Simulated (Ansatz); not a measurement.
# ClFH3NOSi: what the fields show

Input

```
crystal:
  periodic: [false, false, false]
  atoms:
    - {symbol: Cl, position_ang: [-3.914586, 2.030551, -0.482095]}
    - {symbol: F, position_ang: [-1.142122, 2.615458, -1.210164]}
    - {symbol: "N", position_ang: [-1.629535, 2.284626, 1.522701]}
    - {symbol: O, position_ang: [-1.399611, 0.213990, -0.202775]}
    - {symbol: Si, position_ang: [-1.914136, 1.768911, -0.058382]}
    - {symbol: H, position_ang: [-2.208187, 2.970578, 1.990739]}
    - {symbol: H, position_ang: [-0.812601, 2.002528, 2.051565]}
    - {symbol: H, position_ang: [-1.177789, -0.086633, -1.092442]}
basis:
  gaussian:
    orbitals: def2-TZVPD
hamiltonian:
  xc: pbe0
output: {forces: true, orbitals: {seedname: orbitals}}
```

Run with:

```sh
ansatz run input.yaml --threads 1 --pin off --max-ram 2610MiB --events-out events.jsonl --progress --plain --runs-dir runs
```

Geometry: B3LYP-D3(BJ)/def2-SVP.

Level of theory: isolated molecule in a Gaussian basis; Kohn-Sham density functional theory, functional PBE0 in Ansatz.

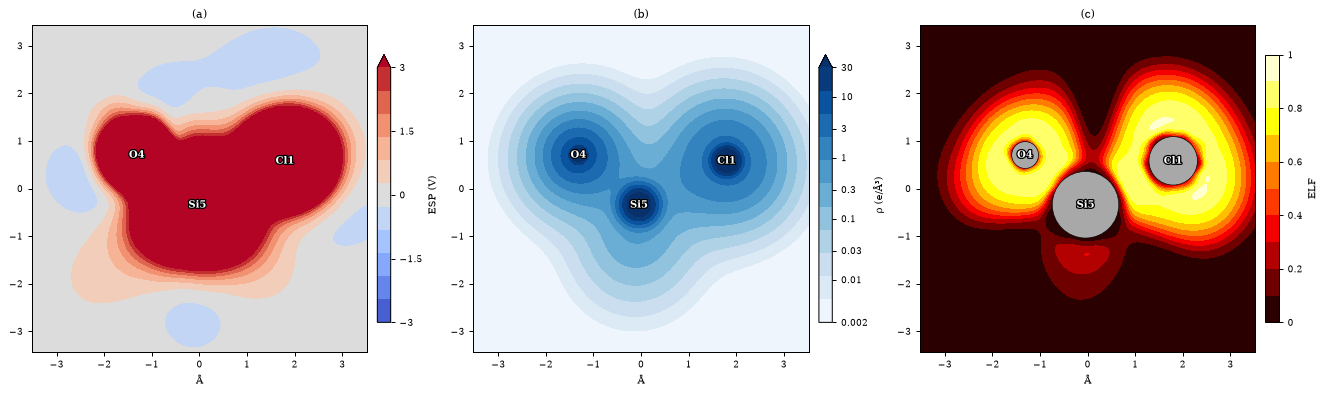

Figure 1. (a) molecular electrostatic potential; (b) total electron density; (c) electron localisation function on the plane of atoms Cl1, Si5 and O4. Grey discs cover the atomic cores in the ELF map.

### What does the map show?

The section cuts through Cl, O and Si sites. Si–O (1.64 Å): the density is about 1.2 e/Å³ at the midpoint; the ELF peaks at about 0.85 between the atoms; a polar covalent bond. Si–Cl (2.06 Å): ρ at the midpoint is about 0.91 e/Å³; the ELF peaks at about 0.90 between the atoms (a polar covalent bond). The ELF also peaks beside Cl1 and O4, away from the bonds: lone-pair regions. Outside the dense part of the molecule the potential is most negative (−0.6 V) near O4.

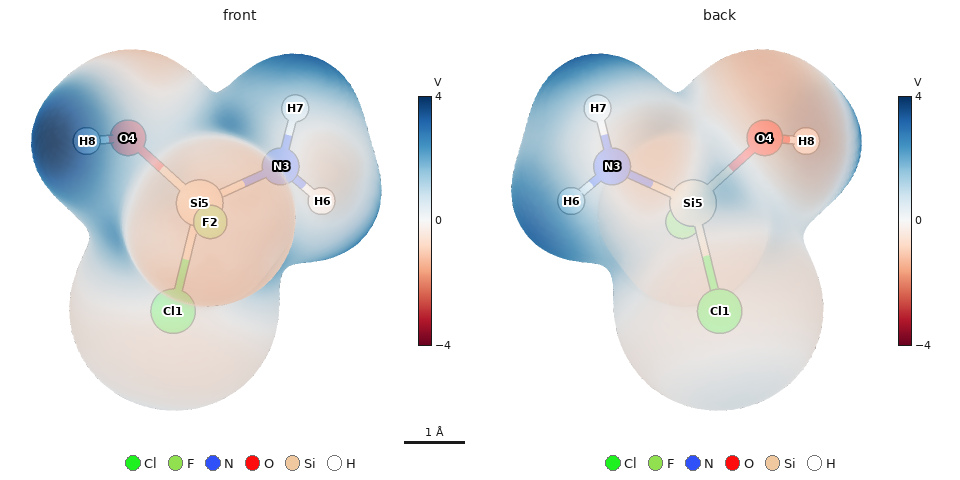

Figure 2. The electrostatic potential painted on the density surface at 0.004 e/bohr³, seen from the front and from behind; the colour scale runs from red (negative) to blue (positive).

### Where is the surface potential most negative and most positive?

The most negative region (about −1.2 V) lies over O4, the most positive (about +3.9 V) over H8. Cl1 shows a σ-hole: about +0.4 V at the tip opposite its bond, against about −0.3 V on its flanks. O4 is the likeliest acceptor of a hydrogen bond.

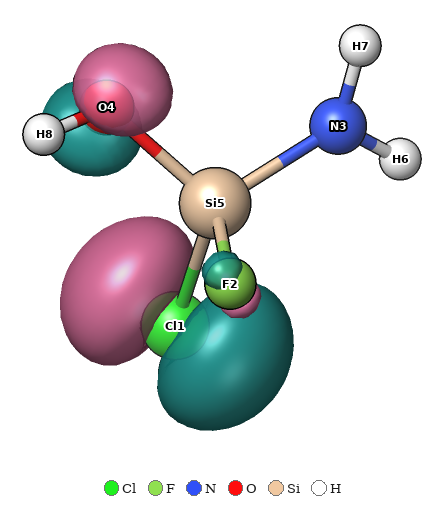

Figure 3. The HOMO−1 at ±0.2 Å⁻³ᐟ² (teal and pink are the two phases), seen at a tilt.

### Describe this orbital and give its energy.

By Hirshfeld shares it lies mainly on Cl1 (about 70 %) and O4 (about 20 %); largely a lone pair of Cl1. Its energy is −9.38 eV.

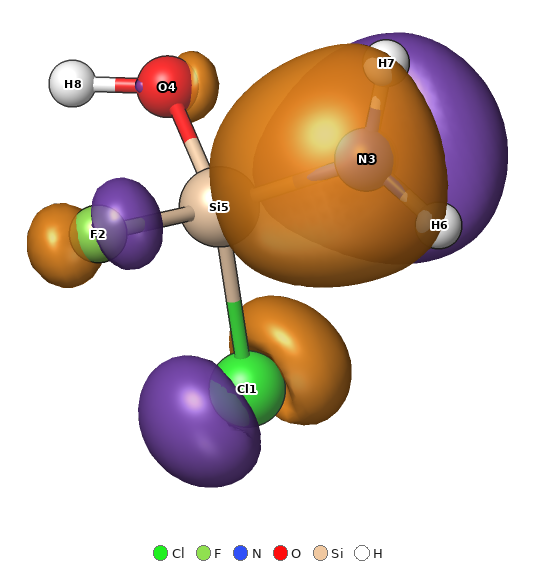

Figure 4. One frontier orbital at ±0.1 Å⁻³ᐟ² (orange and purple are the two phases), seen at an oblique angle.

### Which orbital is it: HOMO or LUMO?

The HOMO, at −8.33 eV. Its weight (Hirshfeld) is mainly on N3 (about 65 %) and Cl1 (about 10 %); largely a lone pair of N3.
